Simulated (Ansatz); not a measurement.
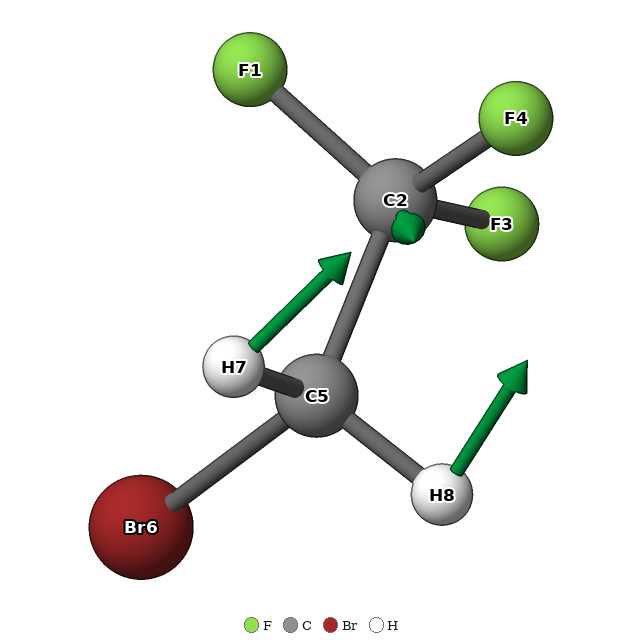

The arrows show one normal mode. Harmonic vibrations computed with RKS PBE0-D4/def2-TZVP (Ansatz 0.2.0) at a stationary point of the same level.

At what wavenumber does it lie?

1265 cm⁻¹; it is mode 13 of 18 counted from the lowest.
